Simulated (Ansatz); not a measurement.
## SiH3S (SMILES [SiH2]S): methods side by side

SiH3S: 5 atoms, total charge 0, spin state doublet. As SMILES, `[SiH2]S`. The coordinates come from a PBE0-D4/def2-TZVP relaxation. This is one conformer, not always the lowest.

Each level gives the vertical energy of the quartet above the doublet (eV). The values are calculated.

```
           level                    kind  program  value (eV)  less FCI/STO-3G  CPU time (all runs)
      UHF/STO-3G            Hartree–Fock   Ansatz        7.71            -0.46               0.29 s
   USVWN5/STO-3G                     LDA   Ansatz        8.34            +0.17                1.6 s
 U-revPBE/STO-3G                     GGA   Ansatz        8.12            -0.05                3.2 s
U-r2SCAN0/STO-3G         hybrid meta-GGA   Ansatz        8.11            -0.06                7.5 s
U-wB97M-V/STO-3G  range-separated hybrid   Ansatz        8.38            +0.21                 29 s
  UB2PLYP/STO-3G           double hybrid   Ansatz        8.22            +0.05                3.3 s
     UMP2/STO-3G     perturbation theory   Ansatz        8.10            -0.07                0.3 s
UCCSDT(Q)/STO-3G   coupled cluster or CI   Ansatz        8.17             0.00                1.3 s
      FCI/STO-3G      exact in the basis   Ansatz        8.17             0.00                2.4 s
```

FCI/STO-3G is exact within its basis and frozen core, so for wave-function methods in that basis the difference is their error; functionals converge differently with the basis, so for them it is only a difference. The values span 7.71 to 8.38 eV. All rows use very small basis sets, so even the best lies far from the true value. Times are those of the runs behind each value, whatever else they computed, on shared processors of several kinds: orders of magnitude only.

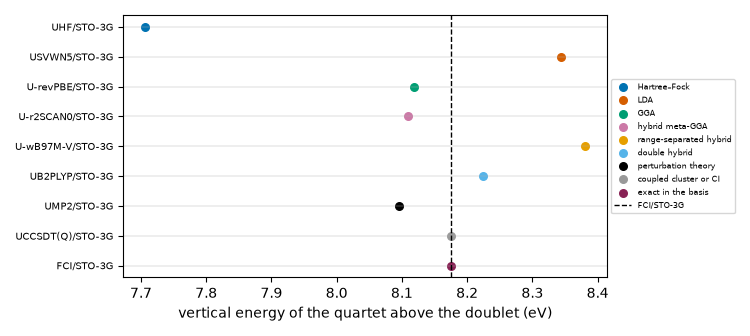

The values of the table, level by level.
